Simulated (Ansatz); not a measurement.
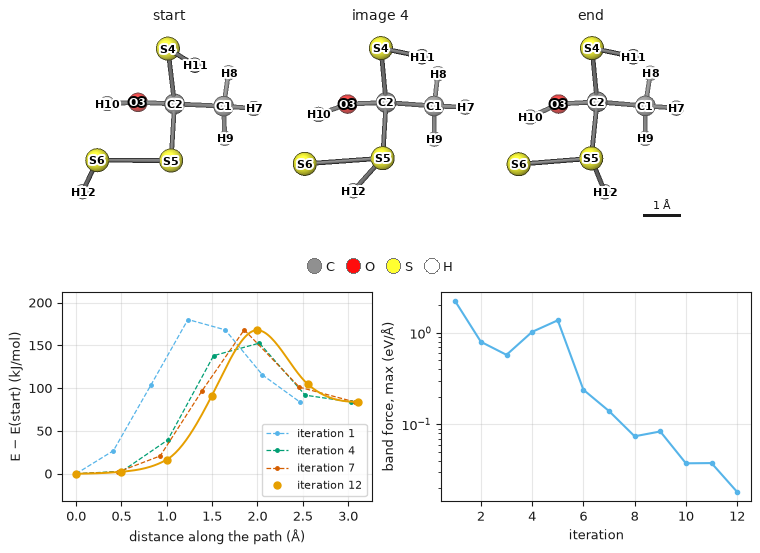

A nudged-elastic-band calculation for C2H6OS3. Images are numbered from 0 (start) to 6 (end). The plot follows the band through its iterations. Style: ball-and-stick. Shown from a free direction.

Level of theory: RKS PBE0-D4/def2-SVP in Ansatz.

The input:
```yaml
crystal:
  periodic: [false, false, false]
  atoms:
    - { symbol: C, position_ang: [-0.200991, -1.605564, 0.322845] }
    - { symbol: C, position_ang: [-0.135964, -0.096412, 0.250631] }
    - { symbol: O, position_ang: [0.751073, 0.365296, 1.184347] }
    - { symbol: S, position_ang: [-1.769569, 0.703458, 0.601555] }
    - { symbol: S, position_ang: [0.410397, 0.306675, -1.501455] }
    - { symbol: S, position_ang: [0.919321, 2.289639, -1.255492] }
    - { symbol: H, position_ang: [-0.886097, -2.008509, -0.435943] }
    - { symbol: H, position_ang: [-0.568164, -1.898232, 1.316326] }
    - { symbol: H, position_ang: [0.804506, -2.025103, 0.170402] }
    - { symbol: H, position_ang: [0.818719, 1.327791, 1.059692] }
    - { symbol: H, position_ang: [-2.317022, 0.475269, -0.610641] }
    - { symbol: H, position_ang: [2.25069, 2.110593, -1.068469] }
basis:
  gaussian: { orbitals: def2-SVP }
hamiltonian:
  xc: pbe0
  dispersion: d4
neb:
  order_check: false
  images: 5
  f_tol: 0.03
  max_iterations: 60
  initial_path: linear
  final_atoms:
    - { symbol: C, position_ang: [-0.04300787, -1.40866263, 0.22108288] }
    - { symbol: C, position_ang: [-0.16022123, 0.08787737, 0.3406065] }
    - { symbol: O, position_ang: [0.60950016, 0.59492542, 1.31019557] }
    - { symbol: S, position_ang: [-1.88199042, 0.6999318, 0.51694183] }
    - { symbol: S, position_ang: [0.47238834, 0.88935917, -1.35192852] }
    - { symbol: S, position_ang: [1.06190898, 2.68342945, -0.71603984] }
    - { symbol: H, position_ang: [-0.59532849, -1.78960442, -0.64976948] }
    - { symbol: H, position_ang: [-0.4636365, -1.86863847, 1.12706115] }
    - { symbol: H, position_ang: [1.01628237, -1.69791735, 0.14630247] }
    - { symbol: H, position_ang: [0.82098956, 1.54471013, 1.05639291] }
    - { symbol: H, position_ang: [-2.37499642, 0.08358714, -0.58105074] }
    - { symbol: H, position_ang: [1.61501053, 0.1259034, -1.38599674] }
```

Command:
```bash
ansatz run input.yaml --threads 2 --pin off --max-ram 3072MiB --backend cpu --events-out ev --progress --plain --runs-dir out
```

**How did the profile develop, and is the result final?**

The run is converged, with reservations. The band converged in 12 iterations. The largest component of the band force went from 2.2 to 0.018 eV/Å. The climbing image converged on the top of the path. Its curvatures weren't checked. The straight starting path can push atoms close together and costs iterations. The first iteration put the highest image at 180.3 kJ/mol. The energy climbs by 167.8 kJ/mol to image 4 and then falls by 83.9 kJ/mol, so the end point sits at +84.0 kJ/mol.
